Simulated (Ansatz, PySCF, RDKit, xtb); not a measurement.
# CHAlN: from the formula to a structure, part 1 of 2

Task: start from the formula CHAlN (odd number of electrons), draw up candidate structures, narrow them down in stages, and characterise the one that lies lowest at 1000 K.

Plan: many cheap relaxations first (GFN2-xTB), then density-functional screening, relaxation at B3LYP-D3(BJ)/def2-SVP, vibrations and a final energy. The numbers are computed, not measured.

6 further runs of the same task are left out: 6 set aside as unsound or not needed.

## Step 1: Possible bonding patterns

A program enumerates the bonding patterns with one Lewis structure each (two rings at most, one unusual centre or charged pair), with their diastereomers. O–O, O–halogen and N–halogen bonds and N–N–N chains are not drawn. That gives 8 candidates.

```tsv
label	SMILES	spin
c030	[C-]#[N+][AlH]	doublet
c204	[CH]=[N][Al]	doublet
c219	[C-]1=[NH+][Al]1	doublet
c417	N#[C][AlH]	doublet
c640	[N]=[CH][Al]	doublet
c667	[CH]1=[N][Al]1	doublet
c792	[C]1=[N][AlH]1	doublet
c907	N=[C][Al]	doublet
```

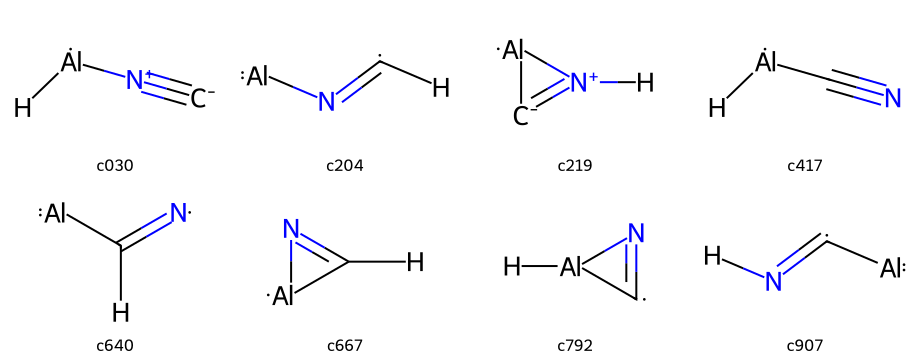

Structural formulas of the candidates.

Candidates are built by distance geometry, with a force field where one applies, in up to four conformers (letters a to d). 6 starts with atoms placed at random are added, to find patterns that the rules miss.

## Step 2: Cheap relaxation of all starts

All 14 starts are relaxed the same way. One of them, c166 (atoms placed at random), in full:

Input file start.xyz:

```xyz
4
c166
C     -0.156950     0.879230    -1.087850
Al     1.045520     1.304720     0.718060
N      0.310660    -0.842300     0.600990
H     -0.883530     0.542200     0.940960
```

The run is started by

```bash
$ xtb start.xyz --gfn 2 --opt --uhf 1
```

The log of the run, cut to the lines that bear on the results:

```text
* xtb version 6.7.1
[...]
          :  # basis functions                  19          :
[...]
          :  # electrons                        13          :
[...]
          :  Hamiltonian                  GFN2-xTB          :
[...]
          :  net charge                          0          :
          :  unpaired electrons                  1          :
[...]
   *** convergence criteria satisfied after 36 iterations ***
[...]
   *** GEOMETRY OPTIMIZATION CONVERGED AFTER 16 ITERATIONS ***
[...]
   *** convergence criteria satisfied after 3 iterations ***
[...]
         ::                     SUMMARY                     ::
         :::::::::::::::::::::::::::::::::::::::::::::::::::::
         :: total energy              -6.468309113601 Eh    ::
         :: gradient norm              0.001094196022 Eh/a0 ::
         :: HOMO-LUMO gap              1.106272697764 eV    ::
         ::.................................................::
         :: SCC energy                -6.536406693858 Eh    ::
         :: -> isotropic ES            0.002878130081 Eh    ::
         :: -> anisotropic ES          0.000896272303 Eh    ::
         :: -> anisotropic XC          0.003414208748 Eh    ::
         :: -> dispersion             -0.001574038285 Eh    ::
         :: repulsion energy           0.068097580257 Eh    ::
         :: add. restraining           0.000000000000 Eh    ::
         :: total charge              -0.000000000000 e     ::
         :::::::::::::::::::::::::::::::::::::::::::::::::::::
[...]
         7        1.0000           -0.2883436              -7.8462 (HOMO)
         8                         -0.2476888              -6.7400 (LUMO)
[...]
          | TOTAL ENERGY               -6.468309113601 Eh   |
          | GRADIENT NORM               0.001094196022 Eh/α |
          | HOMO-LUMO GAP               1.106272697764 eV   |
           -------------------------------------------------
[...]
```

Run time: 0.27 s. Hardware: 1 thread of AMD EPYC (Zen 3), shared host.

## Step 3: The minima found

14 of the 14 relaxations converged; 8 ended on a minimum already found. 6 distinct structures remain:

```tsv
label	start	SMILES after	spin	energy (kcal/mol)
c872	random and drawn	[C-]#[N+][AlH]	doublet	0.0
c417a	drawn	N#[C][AlH]	doublet	7.2
c204a	drawn	[CH]=[N][Al]	doublet	13.3
c667a	drawn	[CH]1=[N][Al]1	doublet	18.3
c452	random and drawn	[C-]1=[NH+][Al]1	doublet	32.1
c907a	drawn	N=[C][Al]	doublet	34.6
```

GFN2-xTB has no spin polarisation, so it can't rank spin states and is rough for open shells.

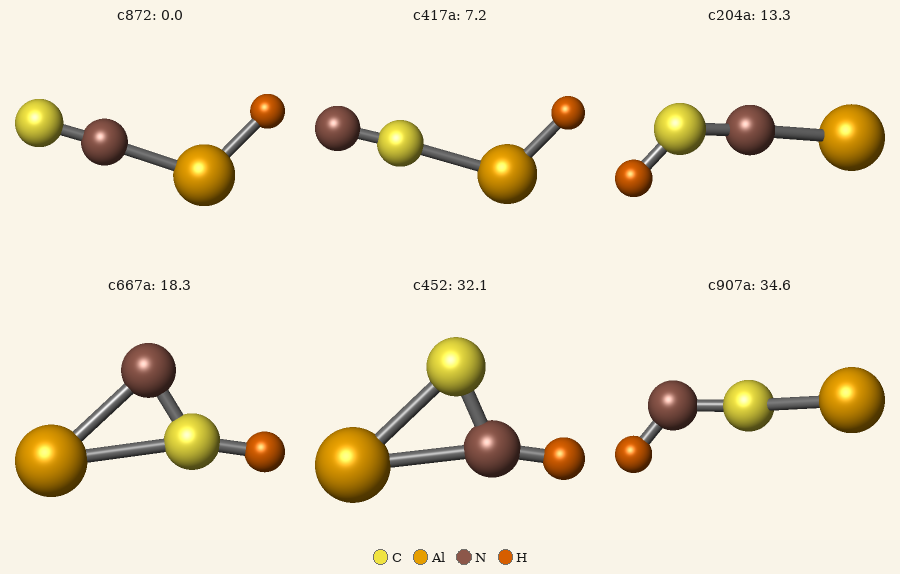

The 6 lowest minima that did not fall apart, with their GFN2-xTB energies in kcal/mol.

## Step 4: Single points on the low minima

A choice of the minima (the low ones first, few conformers of a pattern, up to a cap) and the lowest that fell apart get a single point at r2SCAN-D4/def2-SVP on the tight-binding geometry, and one at HF/STO-3G for comparison. The first, c872:

Input file input.yaml:

```yaml
crystal:
  periodic: [false, false, false]
  atoms:
    - symbol: C
      position_ang: [0.844603, -0.360147, -1.933013]
    - symbol: Al
      position_ang: [-0.222535, 1.059066, 0.481608]
    - symbol: N
      position_ang: [0.412558, 0.175243, -0.977325]
    - symbol: H
      position_ang: [-1.169785, 0.249118, 1.440660]
basis:
  gaussian: {orbitals: def2-SVP}
magnetization: {spin_polarized: true, initial_magnetization: 1}
scf: {lower_state_search: "off"}
hamiltonian: {xc: {name: r2SCAN}, dispersion: d4}
```

The run is started by

```bash
$ ansatz run input.yaml --threads 1 --pin off --max-ram 2610MiB --events-out events.jsonl --progress --plain --runs-dir runs
```

The log of the run, cut to the lines that bear on the results:

```text
Warning: RAYON_NUM_THREADS=1 ignored (pool sized by the plan → 1); use --threads N
Functional definition: r2SCAN
  name "r2SCAN"
[...]
581 factors; their error is unknown
[...]
mean field -9132.02645930 eV, -335.5957824693 hartree, gradient 5.0e-6 eV, S^2 0.752665; 0 other end points of the search recorded, 0 dependent functions left out
reference -9132.02647145 eV, -335.5957829158 hartree; 14, 13 occupied and 37, 38 virtual orbitals, 581 factors
Total energy: -9132.04203771 eV, -335.5963549653 hartree
Checks for a lower state left out: stability, starts, cluster_reference, orbital_swaps, neighbouring_geometries, increment
```

It took 4.8 s on 1 thread of AMD EPYC (Zen 3), shared host.

Relative energies in kcal/mol, each column from its lowest structure that stays in one piece:

```tsv
label	SMILES	spin	GFN2-xTB	HF/STO-3G	r2SCAN-D4/def2-SVP
c872	[C-]#[N+][AlH]	doublet	0.0	0.0	0.0
c417a	N#[C][AlH]	doublet	7.2	1.1	1.6
c204a	[CH]=[N][Al]	doublet	13.3	28.8	7.4
c667a	[CH]1=[N][Al]1	doublet	18.3	25.7	9.9
c907a	N=[C][Al]	doublet	34.6	54.1	21.7
c452	[C-]1=[NH+][Al]1	doublet	32.1	40.2	25.6
```

## Step 5: Relaxing the best candidates

4 candidates are relaxed at B3LYP-D3(BJ)/def2-SVP (chosen among the lowest in one piece). The first, c872:

Input file job.py:

```python
from pyscf import gto, dft
from pyscf.geomopt.geometric_solver import kernel as optimise

mol = gto.Mole()
mol.atom = '''
C    0.844603  -0.360147  -1.933013
Al  -0.222535   1.059066   0.481608
N    0.412558   0.175243  -0.977325
H   -1.169785   0.249118   1.440660
'''
mol.spin = 1
mol.max_memory = 1860
mol.basis = 'def2-svp'
mol.verbose = 3
mol.build()

calc0 = dft.UKS(mol)
calc0.xc = 'b3lyp'
calc0 = calc0.density_fit(auxbasis='def2-universal-jkfit')
calc0.disp = 'd3bj'
calc0.max_cycle = 100
calc0.conv_tol = 1e-10
calc0.grids.level = 4
converged, mol_eq = optimise(calc0, maxsteps=100, convergence_set='GAU_TIGHT')
print('converged:', converged)
print(mol_eq.tostring())

calc0.reset(mol_eq)
mol = mol_eq
calc0.kernel()
if not calc0.converged:
    calc0 = calc0.newton().run(calc0.mo_coeff, calc0.mo_occ)
etot = calc0.e_tot
print(f'total energy: {etot:.8f} hartree')
```

The run is started by

```bash
$ OMP_NUM_THREADS=1 python job.py
```

The log of the run:

```text
#|     Arguments passed to driver run_optimizer():      |#
convergence_set           GAU_TIGHT
maxiter                   100
----------------------------------------------------------
Custom engine selected.
Bonds will be generated from interatomic distances less than 1.20 times sum of covalent radii
12 internal coordinates being used (instead of 12 Cartesians)
Internal coordinate system (atoms numbered from 1):
Distance 1-3
Distance 2-3
Distance 2-4
Angle 3-2-4
LinearAngleX 1-3-2
LinearAngleY 1-3-2
Translation-X 1-4
Translation-Y 1-4
Translation-Z 1-4
Rotation-A 1-4
Rotation-B 1-4
Rotation-C 1-4
> ===== Optimization Info: ====
> Job type: Energy minimization
> Maximum number of optimization cycles: 100
> Initial / maximum trust radius (Angstrom): 0.100 / 0.300
> Convergence Criteria:
> Will converge when all 5 criteria are reached:
>  |Delta-E| < 1.00e-06
>  RMS-Grad  < 1.00e-05
>  Max-Grad  < 1.50e-05
>  RMS-Disp  < 4.00e-05
>  Max-Disp  < 6.00e-05
> === End Optimization Info ===

Geometry optimization cycle 1
Cartesian coordinates (Angstrom)
 Atom        New coordinates             dX        dY        dZ
   C   0.844603  -0.360147  -1.933013    0.000000  0.000000  0.000000
  Al  -0.222535   1.059066   0.481608    0.000000  0.000000  0.000000
   N   0.412558   0.175243  -0.977325    0.000000  0.000000  0.000000
   H  -1.169785   0.249118   1.440660    0.000000  0.000000  0.000000

WARN: Mole.unit (angstrom) is changed to Bohr

WARN: HOMO -0.155585212901431 >= LUMO -0.155585212901431

converged SCF energy = -335.706558720212  <S^2> = 0.75195737  2S+1 = 2.0019564
--------------- DFUKS_Scanner gradients ---------------
         x                y                z
0 C    -0.0053083618     0.0054779294     0.0111034183
1 Al    -0.0032606545    -0.0071596466     0.0007972655
2 N     0.0049614911    -0.0025367808    -0.0088963415
3 H     0.0036049337     0.0042262555    -0.0029963138
----------------------------------------------
cycle 1: E = -335.70655872  dE = -335.707  norm(grad) = 0.0198502
Step    0 : Gradient = 9.925e-03/1.347e-02 (rms/max) Energy = -335.7065587202
Hessian Eigenvalues: 5.00000e-02 5.00000e-02 5.00000e-02 ... 2.50000e-01 2.50000e-01 1.16959e+00

Geometry optimization cycle 2
Cartesian coordinates (Angstrom)
 Atom        New coordinates             dX        dY        dZ
   C   0.844638  -0.366222  -1.936564    0.000035 -0.006075 -0.003551
  Al  -0.216351   1.077137   0.482636    0.006184  0.018071  0.001028
   N   0.412191   0.175010  -0.976841   -0.000367 -0.000233  0.000484
   H  -1.175527   0.237027   1.442359   -0.005742 -0.012091  0.001699
converged SCF energy = -335.70688283734  <S^2> = 0.75216247  2S+1 = 2.0021613
--------------- DFUKS_Scanner gradients ---------------
         x                y                z
0 C    -0.0004396543    -0.0003777344     0.0004347694
1 Al    -0.0004032390    -0.0016386792    -0.0003362131
2 N     0.0006200141     0.0014087806    -0.0001113652
3 H     0.0002223927     0.0006164133     0.0000181163
----------------------------------------------
cycle 2: E = -335.706882837  dE = -0.000324117  norm(grad) = 0.00250941
Step    1 : Displace = 1.222e-02/1.918e-02 (rms/max) Trust = 1.000e-01 (=) Grad = 1.255e-03/1.721e-03 (rms/max) E (change) = -335.7068828373 (-3.241e-04) Quality = 1.125
Hessian Eigenvalues: 4.99994e-02 5.00000e-02 5.00000e-02 ... 2.50000e-01 2.51805e-01 1.20235e+00

Geometry optimization cycle 3
Cartesian coordinates (Angstrom)
 Atom        New coordinates             dX        dY        dZ
   C   0.843949  -0.366594  -1.935702   -0.000688 -0.000372  0.000861
  Al  -0.214654   1.083009   0.483451    0.001698  0.005872  0.000815
   N   0.410145   0.172763  -0.975070   -0.002046 -0.002247  0.001770
   H  -1.174463   0.233333   1.438641    0.001064 -0.003694 -0.003718
converged SCF energy = -335.706903504478  <S^2> = 0.75220355  2S+1 = 2.0022023
--------------- DFUKS_Scanner gradients ---------------
         x                y                z
0 C    -0.0000862303    -0.0006670122    -0.0002613513
1 Al    -0.0000850977    -0.0003501636    -0.0000768227
2 N     0.0002795495     0.0010469212     0.0001919271
3 H    -0.0001080447    -0.0000208013     0.0001500346
----------------------------------------------
cycle 3: E = -335.706903504  dE = -2.06671e-05  norm(grad) = 0.00137915
Step    2 : Displace = 4.480e-03/6.258e-03 (rms/max) Trust = 1.414e-01 (+) Grad = 6.896e-04/1.100e-03 (rms/max) E (change) = -335.7069035045 (-2.067e-05) Quality = 1.324
Hessian Eigenvalues: 4.99759e-02 5.00000e-02 5.00000e-02 ... 2.49998e-01 2.65380e-01 1.23135e+00

[... 7 lines left out ...]
converged SCF energy = -335.706912527549  <S^2> = 0.75221903  2S+1 = 2.0022178
[... 18 lines left out ...]
converged SCF energy = -335.706921644778  <S^2> = 0.75222696  2S+1 = 2.0022257
[... 18 lines left out ...]
converged SCF energy = -335.706927924378  <S^2> = 0.75222577  2S+1 = 2.0022245
[... 18 lines left out ...]
converged SCF energy = -335.70692951384  <S^2> = 0.75222072  2S+1 = 2.0022195
[... 18 lines left out ...]
converged SCF energy = -335.706929655059  <S^2> = 0.75221878  2S+1 = 2.0022176
[... 18 lines left out ...]
converged SCF energy = -335.706929661227  <S^2> = 0.75221857  2S+1 = 2.0022173
[... 18 lines left out ...]
converged SCF energy = -335.706929662172  <S^2> = 0.75221852  2S+1 = 2.0022173
[... 17 lines left out ...]
   H  -1.175415   0.241161   1.444323   -0.000106 -0.000334 -0.000125
converged SCF energy = -335.706929661996  <S^2> = 0.75221835  2S+1 = 2.0022171
--------------- DFUKS_Scanner gradients ---------------
         x                y                z
0 C     0.0000005104    -0.0000057706    -0.0000064247
1 Al     0.0000046664    -0.0000115406    -0.0000139362
2 N     0.0000007208     0.0000250551     0.0000119352
3 H    -0.0000057276     0.0000008629     0.0000093137
----------------------------------------------
cycle 11: E = -335.706929662  dE = 1.75987e-10  norm(grad) = 3.62635e-05
Step   10 : Displace = 1.241e-04/1.999e-04 (rms/max) Trust = 3.000e-01 (=) Grad = 1.813e-05/2.776e-05 (rms/max) E (change) = -335.7069296620 (+1.760e-10) Quality = -0.021
Hessian Eigenvalues: 1.17631e-03 4.68029e-02 5.00000e-02 ... 2.49535e-01 2.63664e-01 1.33241e+00

Geometry optimization cycle 12
Cartesian coordinates (Angstrom)
 Atom        New coordinates             dX        dY        dZ
   C   0.853407  -0.358165  -1.941976   -0.000075 -0.001832  0.000143
  Al  -0.214096   1.076537   0.479521    0.000081 -0.000812 -0.000372
   N   0.400897   0.149611  -0.972924    0.000012 -0.001296 -0.000089
   H  -1.175527   0.240781   1.444157   -0.000111 -0.000380 -0.000165
converged SCF energy = -335.706929661378  <S^2> = 0.75221832  2S+1 = 2.0022171
--------------- DFUKS_Scanner gradients ---------------
         x                y                z
0 C     0.0000056087    -0.0000144873    -0.0000181625
1 Al     0.0000060401    -0.0000130466    -0.0000163797
2 N    -0.0000035576     0.0000362214     0.0000231294
3 H    -0.0000079433    -0.0000000744     0.0000121609
----------------------------------------------
cycle 12: E = -335.706929661  dE = 6.18058e-10  norm(grad) = 5.58284e-05
Step   11 : Displace = 6.158e-05/9.493e-05 (rms/max) Trust = 6.206e-05 (-) Grad = 2.791e-05/4.312e-05 (rms/max) E (change) = -335.7069296614 (+6.181e-10) Quality = -0.044
Poor-quality step dominated by net translation/rotation detected; will project out net forces and torques past this point.
Hessian Eigenvalues: 1.81045e-04 4.85672e-02 5.00000e-02 ... 2.44171e-01 2.50920e-01 1.49508e+00

Geometry optimization cycle 13
Cartesian coordinates (Angstrom)
 Atom        New coordinates             dX        dY        dZ
   C   0.853410  -0.358238  -1.941964    0.000003 -0.000073  0.000011
  Al  -0.214088   1.076524   0.479512    0.000009 -0.000013 -0.000009
   N   0.400867   0.149497  -0.972909   -0.000030 -0.000114  0.000015
   H  -1.175513   0.240755   1.444116    0.000014 -0.000026 -0.000042
converged SCF energy = -335.706929664487  <S^2> = 0.75221838  2S+1 = 2.0022172
--------------- DFUKS_Scanner gradients ---------------
         x                y                z
0 C     0.0000029606    -0.0000094323    -0.0000112623
1 Al     0.0000033382    -0.0000078892    -0.0000093656
2 N    -0.0000010520     0.0000260254     0.0000134593
3 H    -0.0000051011    -0.0000000952     0.0000078942
----------------------------------------------
cycle 13: E = -335.706929664  dE = -3.10899e-09  norm(grad) = 3.65185e-05
Step   12 : Displace = 3.844e-05/5.392e-05 (rms/max) Trust = 3.079e-05 (-) Grad = 1.806e-05/2.707e-05 (rms/max) E (change) = -335.7069296645 (-3.109e-09) Quality = 0.763
Hessian Eigenvalues: 2.98921e-04 3.65539e-02 4.99590e-02 ... 2.37958e-01 2.50212e-01 1.33871e+00

Geometry optimization cycle 14
Cartesian coordinates (Angstrom)
 Atom        New coordinates             dX        dY        dZ
   C   0.853419  -0.358182  -1.941965    0.000009  0.000055 -0.000001
  Al  -0.214085   1.076564   0.479525    0.000003  0.000040  0.000014
   N   0.400834   0.149461  -0.972888   -0.000034 -0.000037  0.000020
   H  -1.175490   0.240772   1.444089    0.000023  0.000017 -0.000026
converged SCF energy = -335.706929666727  <S^2> = 0.75221842  2S+1 = 2.0022172
--------------- DFUKS_Scanner gradients ---------------
         x                y                z
0 C     0.0000008647    -0.0000047130    -0.0000054844
1 Al    -0.0000012115    -0.0000018450     0.0000008757
2 N     0.0000019511     0.0000144691     0.0000024371
3 H    -0.0000014594     0.0000006923     0.0000028824
----------------------------------------------
cycle 14: E = -335.706929667  dE = -2.23997e-09  norm(grad) = 1.69911e-05
Step   13 : Displace = 4.417e-05/6.881e-05 (rms/max) Trust = 4.354e-05 (+) Grad = 8.054e-06/1.227e-05 (rms/max) E (change) = -335.7069296667 (-2.240e-09) Quality = 0.641
Hessian Eigenvalues: 8.28392e-04 3.22936e-02 4.99793e-02 ... 2.47564e-01 2.55633e-01 1.10392e+00

Geometry optimization cycle 15
Cartesian coordinates (Angstrom)
 Atom        New coordinates             dX        dY        dZ
   C   0.853438  -0.358155  -1.941973    0.000019  0.000028 -0.000009
  Al  -0.214080   1.076558   0.479514    0.000005 -0.000005 -0.000011
   N   0.400803   0.149393  -0.972876   -0.000030 -0.000068  0.000013
   H  -1.175484   0.240804   1.444093    0.000005  0.000031  0.000004
converged SCF energy = -335.706929667112  <S^2> = 0.75221841  2S+1 = 2.0022172
--------------- DFUKS_Scanner gradients ---------------
         x                y                z
0 C    -0.0000029696     0.0000019973     0.0000040481
1 Al    -0.0000017927    -0.0000013347     0.0000020077
2 N     0.0000046934     0.0000065096    -0.0000061489
3 H     0.0000002119     0.0000014279     0.0000007904
----------------------------------------------
cycle 15: E = -335.706929667  dE = -3.84887e-10  norm(grad) = 1.19642e-05
Step   14 : Displace = 4.357e-05/6.686e-05 (rms/max) Trust = 4.354e-05 (=) Grad = 5.309e-06/8.544e-06 (rms/max) E (change) = -335.7069296671 (-3.849e-10) Quality = 0.245
Hessian Eigenvalues: 8.43994e-04 2.74594e-02 4.99529e-02 ... 2.47569e-01 2.53634e-01 1.22831e+00

Geometry optimization cycle 16
Cartesian coordinates (Angstrom)
 Atom        New coordinates             dX        dY        dZ
   C   0.853450  -0.358139  -1.941982    0.000011  0.000015 -0.000008
  Al  -0.214077   1.076556   0.479508    0.000002 -0.000002 -0.000006
   N   0.400790   0.149363  -0.972869   -0.000013 -0.000029  0.000006
   H  -1.175485   0.240823   1.444102   -0.000000  0.000019  0.000008
converged SCF energy = -335.706929667151  <S^2> = 0.75221845  2S+1 = 2.0022172
--------------- DFUKS_Scanner gradients ---------------
         x                y                z
0 C    -0.0000003054    -0.0000000240    -0.0000011539
1 Al    -0.0000015566    -0.0000006571     0.0000020135
2 N     0.0000017344     0.0000079728    -0.0000007997
3 H     0.0000002697     0.0000013070     0.0000006313
----------------------------------------------
cycle 16: E = -335.706929667  dE = -3.91083e-11  norm(grad) = 8.81635e-06
Step   15 : Displace = 2.172e-05/3.097e-05 (rms/max) Trust = 2.177e-05 (-) Grad = 3.505e-06/5.651e-06 (rms/max) E (change) = -335.7069296672 (-3.911e-11) Quality = 0.073
Hessian Eigenvalues: 8.43994e-04 2.74594e-02 4.99529e-02 ... 2.47569e-01 2.53634e-01 1.22831e+00
Converged! =D

converged: True
C           0.85344975       -0.35813933       -1.94198193
Al         -0.21407703        1.07655628        0.47950843
N           0.40079009        0.14936327       -0.97286949
H          -1.17548478        0.24082288        1.44410162

WARN: HOMO -0.158256420626643 >= LUMO -0.158256420626643

converged SCF energy = -335.706929667148  <S^2> = 0.75221851  2S+1 = 2.0022173
total energy: -335.70692967 hartree
```

Wall time 3 min (1 thread of AMD EPYC (Zen 3), shared host); peak memory 0.56 GiB.

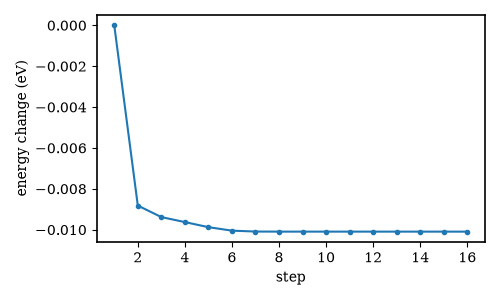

Energy along the run, all evaluated steps.

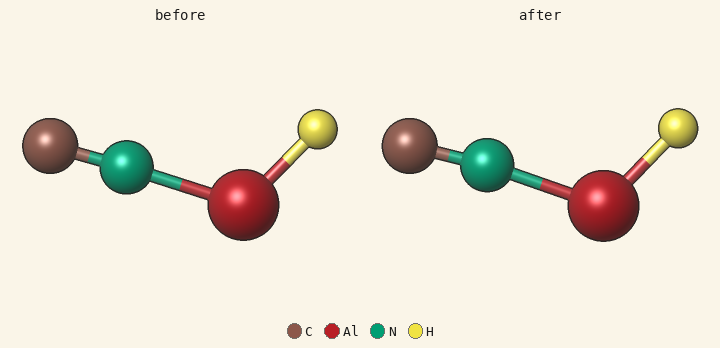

Before and after, at one scale.

After the run. Bond lengths: C1–N3 1.184 Å, Al2–N3 1.830 Å, Al2–H4 1.598 Å. Angles: C1–N3–Al2 174.6°, N3–Al2–H4 114.6°.

## Step 6: Ranking at B3LYP-D3(BJ)/def2-SVP

```tsv
label	spin	r2SCAN-D4/def2-SVP (kcal/mol)	B3LYP-D3(BJ)/def2-SVP, relaxed (kcal/mol)	time
c872	doublet	0.0	0.0	3 min
c417a	doublet	1.6	2.2	3 min
c204a	doublet	7.4	4.7	3.6 min
c667a	doublet	9.9	8.4	2.2 min
```

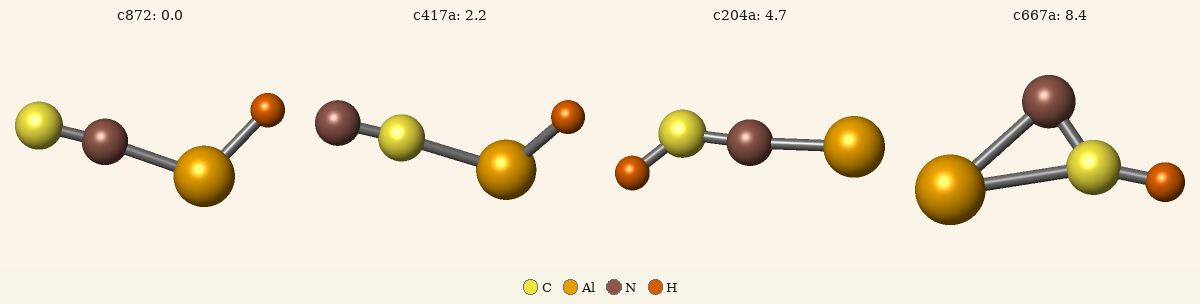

The relaxed structures, with energies at B3LYP-D3(BJ)/def2-SVP in kcal/mol.

(Continued in part 2 of 2.)
